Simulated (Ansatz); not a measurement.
Molecular dynamics, with input and output: BN3H7F (part 3 of 3)

BN3H7F; RHF/6-31G* (Ansatz 0.2.0). It belongs to a series of runs on one base structure; here: dynamics from the highest image of the converged band.

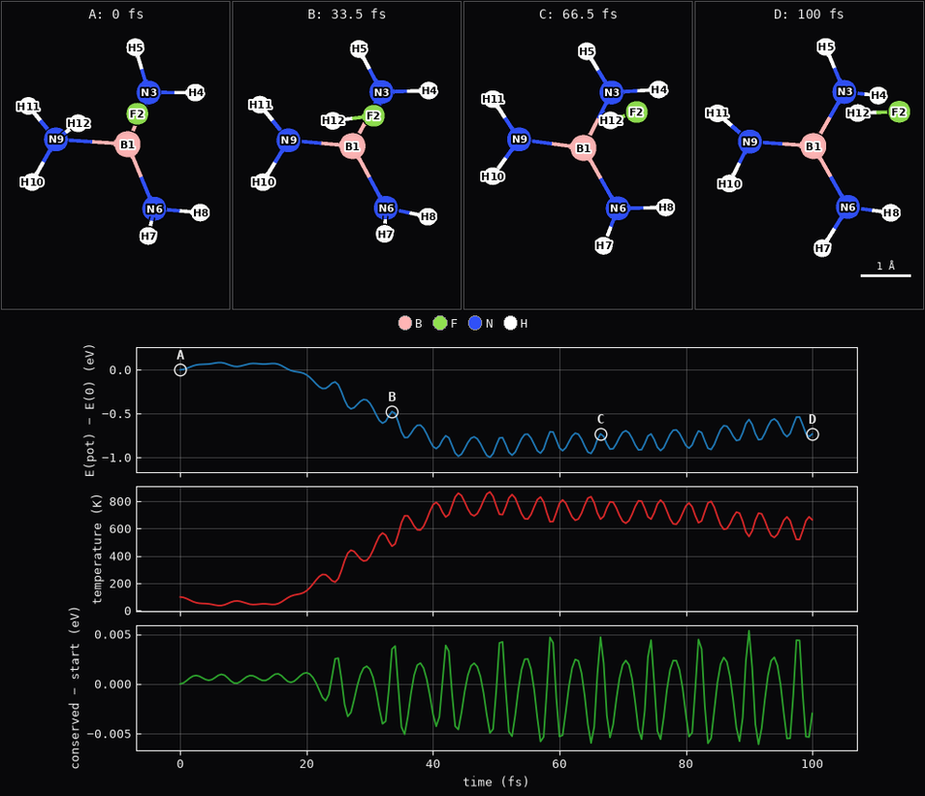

*Frames of the molecular dynamics (ball-and-stick, seen at a tilt) above the curves, on which the letters mark them.*

The trajectory kept here has 201 frames over 100 fs. The temperature starts at 100 K, ranges from 37 to 869 K and averages 702 K over the second half. The potential energy ends 0.733 eV below its first value. The conserved quantity stays within 0.011 eV. After an unweighted best fit of the last frame on the first, the root-mean-square displacement is 0.88 Å, and H12 has moved furthest (1.85 Å).

```
Total energy: -7935.88336481 eV, -291.6383345219 hartree
Atom 0 at     0.098254     0.990756    -0.752009 Å, force    -0.577657    -0.778287    -0.370238 eV/Å
Atom 1 at    -0.666821    -1.163510     2.817469 Å, force     0.195300     2.065128    -0.657625 eV/Å
Atom 2 at     1.413049     0.459171    -0.940406 Å, force     0.357044     0.419659     0.208149 eV/Å
Atom 3 at     1.675334    -0.155524    -1.673679 Å, force    -0.268876    -0.254984    -0.042882 eV/Å
Atom 4 at     2.221437     0.860109    -0.511733 Å, force    -0.245146     0.093814    -0.032148 eV/Å
Atom 5 at    -1.063410     0.238557    -1.165431 Å, force     0.440262     0.289346    -0.205866 eV/Å
Atom 6 at    -1.925578     0.723859    -1.344067 Å, force     0.361068    -0.472539    -0.042878 eV/Å
Atom 7 at    -0.929896    -0.588375    -1.712626 Å, force    -0.354909     0.159035     0.144304 eV/Å
Atom 8 at    -0.136603     2.224271    -0.075530 Å, force    -0.464866     0.454841     0.124940 eV/Å
Atom 9 at    -1.077626     2.587446    -0.098736 Å, force     0.583758    -0.149761     0.129078 eV/Å
Atom 10 at     0.528948     2.951615    -0.190142 Å, force     0.159972     0.209710     0.165898 eV/Å
Atom 11 at    -0.581769    -0.271304     2.505767 Å, force    -0.185950    -2.035963     0.579268 eV/Å
Dipole moment:     0.110242     0.587342    -0.598856 e Å
```

Trajectory as extended XYZ (Å, eV, eV/Å), 9 of the 201 frames kept, from step=0 to step=200
```
12
Properties=species:S:1:pos:R:3:forces:R:3 step=0 time_fs=0.0 energy=-7935.15084 temperature=100.0
B    -0.0330    0.5161   -0.2611   -0.0015   0.0020  -0.0040
F    -0.3425   -0.2544    1.5865    0.0028  -0.0012   0.0036
N     1.3284    0.2710   -0.6179    0.0022   0.0024  -0.0031
H     1.5199   -0.5707   -1.1184   -0.0013   0.0001  -0.0010
H     2.0186    0.3992    0.0918   -0.0016  -0.0023   0.0028
N    -1.1436    0.0973   -1.0614    0.0060  -0.0024   0.0091
H    -2.0221    0.0245   -0.5918   -0.0023   0.0014  -0.0061
H    -1.0053   -0.7151   -1.6247   -0.0016   0.0006   0.0001
N    -0.2810    1.7754    0.6205   -0.0051  -0.0028   0.0001
H    -1.1065    2.2938    0.3869    0.0009   0.0012   0.0004
H     0.4982    2.4002    0.7041    0.0011  -0.0008  -0.0002
H    -0.3993    1.0453    1.4634    0.0004   0.0018  -0.0016
12
Properties=species:S:1:pos:R:3:forces:R:3 step=25 time_fs=12.5 energy=-7935.08299 temperature=47.9
B    -0.0177    0.5132   -0.2496    0.4639   0.4155  -0.1660
F    -0.3575   -0.2536    1.5912    0.0634   0.0893   0.1827
N     1.3246    0.2571   -0.6397   -0.0008   0.2331   0.1763
H     1.5339   -0.5901   -1.1244    0.0660   0.0640   0.1765
H     2.0342    0.5116    0.0119    0.2260  -0.2068  -0.1180
N    -1.1228    0.1222   -1.0341   -1.5882  -1.5145  -0.8693
H    -1.9906   -0.0824   -0.5597    0.4453   0.4847   0.0506
H    -0.9947   -0.6614   -1.6599    0.2884   0.5337   0.2226
N    -0.2919    1.7679    0.6077    0.5506   0.1421   0.3950
H    -1.1151    2.2622    0.3267   -0.0729   0.0115   0.0826
H     0.4652    2.4143    0.7480   -0.0954  -0.0999  -0.1607
H    -0.3951    0.9919    1.4586   -0.3464  -0.1527   0.0277
12
Properties=species:S:1:pos:R:3:forces:R:3 step=50 time_fs=25.0 energy=-7935.32110 temperature=233.7
B     0.0056    0.5805   -0.2897   -0.4338   1.5481  -1.1067
F    -0.3755   -0.2515    1.6183    0.2929  -6.1633   1.6225
N     1.3467    0.2543   -0.6440   -0.1210  -0.3483  -0.0547
H     1.5117   -0.6301   -1.0691   -0.0099  -0.0823  -0.1354
H     2.1596    0.5371   -0.1411   -0.2637   0.2491   0.1456
N    -1.1502    0.0933   -1.0393    1.7222   1.0959   0.7528
H    -1.9595   -0.0611   -0.5055   -0.8167  -0.3235   0.1665
H    -0.9795   -0.5905   -1.7196   -0.1488  -0.8502  -0.5166
N    -0.2847    1.7660    0.6125   -0.1677   0.4162  -1.4171
H    -1.0939    2.2675    0.2937    0.1752   0.0424   0.0246
H     0.4614    2.4118    0.7296    0.2940   0.2059   0.0838
H    -0.5011    0.6178    1.5983   -0.5228   4.2101   0.4346
12
Properties=species:S:1:pos:R:3:forces:R:3 step=75 time_fs=37.5 energy=-7935.78418 temperature=591.4
B     0.0076    0.7350   -0.4372   -0.0914  -1.2317   0.4432
F    -0.4118   -0.3774    1.7484   -0.4556   2.9960   1.3884
N     1.3337    0.2513   -0.6546   -0.1352   0.7916  -0.1876
H     1.5489   -0.6450   -1.0348   -0.2207   0.1347   0.0664
H     2.1119    0.6706   -0.1997    0.1068  -0.0352  -0.0391
N    -1.1192    0.0767   -1.0278   -0.4257  -0.1939  -0.6317
H    -1.9913   -0.0035   -0.5133    0.8646   0.0461  -0.5727
H    -0.9771   -0.6767   -1.6974   -0.2394   0.6988   0.8658
N    -0.2624    1.8205    0.5313    0.8086   0.4507  -0.2486
H    -1.0341    2.4007    0.2889   -0.1951   0.1880  -0.0322
H     0.5279    2.4026    0.7683   -0.3626  -0.1735  -0.1468
H    -0.4841    0.6333    1.8188    0.3458  -3.6718  -0.9051
12
Properties=species:S:1:pos:R:3:forces:R:3 step=100 time_fs=50.0 energy=-7936.01239 temperature=766.0
B     0.0047    0.8067   -0.5297    0.4362   0.2825   0.9024
F    -0.4632   -0.5382    1.9592   -0.4818  -3.7697   2.1111
N     1.3121    0.3144   -0.6814    0.3217   0.0929  -0.3028
H     1.4392   -0.6222   -0.9814    0.4019  -0.0678  -0.0570
H     2.1203    0.7677   -0.3202    0.0517  -0.1886  -0.0796
N    -1.0833    0.0976   -1.0572   -0.6853   0.2984  -0.4451
H    -1.9558    0.1210   -0.6134   -0.8612   0.4566   0.4709
H    -0.9923   -0.7853   -1.4660    0.5547  -0.8255  -0.6217
N    -0.2125    1.9105    0.3883   -0.7101   0.0817  -0.2856
H    -1.0030    2.5265    0.3007    0.2374  -0.3999  -0.0054
H     0.5668    2.4024    0.7491    0.3578   0.2098   0.0475
H    -0.3649    0.2176    1.5505    0.3769   3.8296  -1.7348
12
Properties=species:S:1:pos:R:3:forces:R:3 step=125 time_fs=62.5 energy=-7935.87338 temperature=660.9
B     0.0158    0.8487   -0.5544   -0.0607  -0.2884  -0.5546
F    -0.5154   -0.7067    2.1873    0.4678   3.1323  -2.9947
N     1.3435    0.3725   -0.7411    0.1634  -0.6270  -0.1427
H     1.5456   -0.5629   -1.0208   -0.1405   0.1058  -0.1573
H     2.1715    0.8372   -0.4517   -0.0933   0.2404   0.1768
N    -1.1050    0.1236   -1.1173    0.4781  -0.0928   0.5316
H    -2.0460    0.3338   -0.8182    0.5927  -0.4205  -0.2314
H    -0.9339   -0.8544   -1.3170   -0.5720   0.7438   0.0062
N    -0.1679    2.0100    0.2456    0.3968  -0.0661   0.4179
H    -1.0203    2.5003    0.3091   -0.4215   0.3103   0.0100
H     0.6119    2.5163    0.6197   -0.3265  -0.0973  -0.1871
H    -0.4099    0.0304    1.5117   -0.4844  -2.9404   3.1253
12
Properties=species:S:1:pos:R:3:forces:R:3 step=150 time_fs=75.0 energy=-7935.94634 temperature=715.5
B     0.0425    0.8716   -0.6188   -0.2872   0.1921  -0.1543
F    -0.5651   -0.8642    2.3984   -0.2549  -4.2562   2.5189
N     1.3754    0.3986   -0.8075    0.0925   0.4742   0.3777
H     1.6798   -0.4286   -1.2641   -0.2457  -0.0386  -0.0984
H     2.1300    0.9532   -0.4639    0.0348  -0.2366  -0.0491
N    -1.0954    0.1608   -1.1419    0.5318   0.6844   0.4659
H    -2.0190    0.5113   -1.0374   -0.0903  -0.1258   0.0264
H    -1.0517   -0.7949   -1.3876   -0.0407  -0.3078  -0.1710
N    -0.1506    2.1044    0.1268   -0.7397  -0.7299  -0.1568
H    -1.0565    2.5197    0.2648    0.5380  -0.1931  -0.1569
H     0.5946    2.7035    0.3829    0.1765   0.1696   0.0169
H    -0.5231   -0.1322    1.9643    0.2850   4.3676  -2.6192
12
Properties=species:S:1:pos:R:3:forces:R:3 step=175 time_fs=87.5 energy=-7935.90933 temperature=685.5
B     0.0652    0.9222   -0.6988    0.7224   0.4693   0.4445
F    -0.6158   -1.0212    2.6091    0.1063   2.6785  -0.8773
N     1.3993    0.4428   -0.8557   -0.6937  -0.4528  -0.5455
H     1.5639   -0.2369   -1.5663    0.4408   0.0174   0.2611
H     2.2017    0.8710   -0.4630    0.1303   0.0242  -0.0809
N    -1.0649    0.2132   -1.1363   -1.1458  -0.9368  -0.8117
H    -1.9665    0.6222   -1.2150    0.0081   0.4031   0.2292
H    -1.0947   -0.6675   -1.6022    0.5861  -0.0326   0.1842
N    -0.1467    2.1432    0.0083    0.6544   0.4969   0.3821
H    -1.0409    2.5464    0.0867   -0.6070   0.2008   0.0302
H     0.5674    2.8433    0.0497   -0.1243  -0.2577   0.0235
H    -0.5750   -0.1129    2.2947   -0.0776  -2.6104   0.7606
12
Properties=species:S:1:pos:R:3:forces:R:3 step=200 time_fs=100.0 energy=-7935.88336 temperature=664.4
B     0.0983    0.9908   -0.7520   -0.5777  -0.7783  -0.3702
F    -0.6668   -1.1635    2.8175    0.1953   2.0651  -0.6576
N     1.4130    0.4592   -0.9404    0.3570   0.4197   0.2081
H     1.6753   -0.1555   -1.6737   -0.2689  -0.2550  -0.0429
H     2.2214    0.8601   -0.5117   -0.2451   0.0938  -0.0321
N    -1.0634    0.2386   -1.1654    0.4403   0.2893  -0.2059
H    -1.9256    0.7239   -1.3441    0.3611  -0.4725  -0.0429
H    -0.9299   -0.5884   -1.7126   -0.3549   0.1590   0.1443
N    -0.1366    2.2243   -0.0755   -0.4649   0.4548   0.1249
H    -1.0776    2.5874   -0.0987    0.5838  -0.1498   0.1291
H     0.5289    2.9516   -0.1901    0.1600   0.2097   0.1659
H    -0.5818   -0.2713    2.5058   -0.1860  -2.0360   0.5793
```

This output came from the following input.

The input
```yaml
crystal:
  periodic: [false, false, false]
  atoms:
    - { symbol: B, position_ang: [-0.032993, 0.516095, -0.261139] }
    - { symbol: F, position_ang: [-0.342493, -0.254382, 1.586499] }
    - { symbol: "N", position_ang: [1.32837, 0.271006, -0.617864] }
    - { symbol: H, position_ang: [1.519936, -0.570732, -1.118366] }
    - { symbol: H, position_ang: [2.018559, 0.399198, 0.09176] }
    - { symbol: "N", position_ang: [-1.143637, 0.097344, -1.06139] }
    - { symbol: H, position_ang: [-2.022141, 0.024464, -0.591834] }
    - { symbol: H, position_ang: [-1.005269, -0.715077, -1.624661] }
    - { symbol: "N", position_ang: [-0.28099, 1.775444, 0.620533] }
    - { symbol: H, position_ang: [-1.106545, 2.293752, 0.386912] }
    - { symbol: H, position_ang: [0.498247, 2.400212, 0.70412] }
    - { symbol: H, position_ang: [-0.39934, 1.045274, 1.46343] }
basis:
  gaussian: { orbitals: "6-31G*" }
hamiltonian:
  xc: hf
md:
  timestep: 0.5
  n_steps: 200
  ensemble: nve
  temperature: 100.0
  initial_velocities: maxwell_boltzmann
  seed: 5497
```

Run as:
```bash
ansatz run input.yaml --threads 1 --pin off --max-ram 2048MiB --backend cpu --events-out ev --progress --plain --runs-dir out
```

Summary

| quantity | value |
| --- | --- |
| outcome | finished |
| mean temperature over the second half | 702 K |
| trajectory | 200 steps, 100 fs |
| ensemble | nve |
| temperature in the input | 100.0 K |
| time step | 0.5 fs |
| potential energy (last step) | −7935.8834 eV |
| mean-field energy (last step) | −7935.8834 eV |
| largest force (length of the vector) (last step) | 2.176 eV/Å |
| hardware | 1 thread of Arm Neoverse V2, 24 GiB of memory available, shared host |
| wall time | 4.7 min |
| peak memory | 0.16 GiB |

So short a trajectory is not equilibrated.
